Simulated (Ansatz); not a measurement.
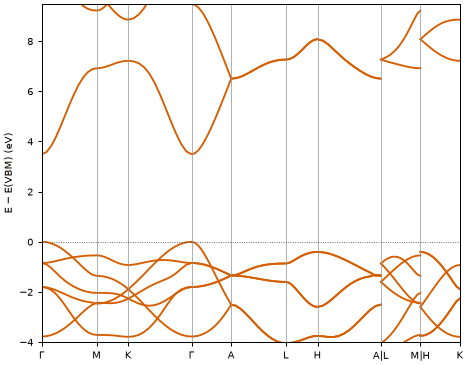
Figure. Band structure from LDA (plane waves, PAW; program Ansatz)

Read off the gap and where the band edges lie.

About 3.5 eV (3.49 eV by a search for the band edges); maximum at Γ, minimum at Γ.

Pick the material that matches.
A. AlN, wurtzite
B. SiC, wurtzite
C. MgO, P6_3/mmc (Mg on 2c, O on 2d)

C, MgO, P6_3/mmc (Mg on 2c, O on 2d)

The workflow started from a Materials Project entry (that database holds measured and hypothetical structures alike); the Crystallography Open Database copy checked does not list it. It is not the phase usual at ambient conditions (space group No. 225). Symmetry was held in the LDA relaxation; whether a distortion lowers the energy is not shown.

Potentials: the earlier of the program's two PAW sets. The files were generated under PBE; for other functionals the program regenerates the frozen cores, and for LDA and PBEsol the local potential too.
